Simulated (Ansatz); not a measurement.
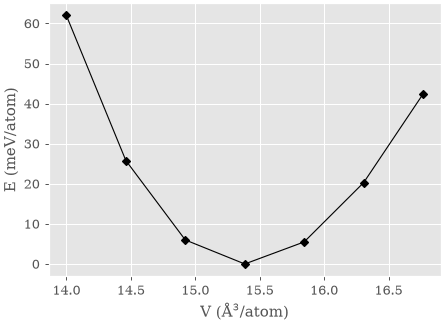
Ti2BiN in space group P6_3/mmc (No. 194; Ti on 4f, Bi on 2c, N on 2a) under volume change, DFT-r²SCAN in the program Ansatz with PAW potentials, shape and atoms relaxed at each volume.

**Question.** What does a third-order Birch–Murnaghan fit give for V₀, B₀ and B′?

**Answer.** V₀ = 15.38 Å³/atom, B₀ = 130 GPa, B′ = 5.6.

The start of the workflow was typed in or built on a structure type; neither database checked (COD, Materials Project) lists it. Whether it is the stable phase at ambient conditions was not checked. The cell was relaxed with r²SCAN under the symmetry of its start; whether a distortion lowers the energy is not shown. The workflow began spin-polarised and lost its moments. Scalar-relativistic: spin–orbit coupling is off unless named, which matters more the heavier the elements.

Potentials: the later of the program's two PAW sets.
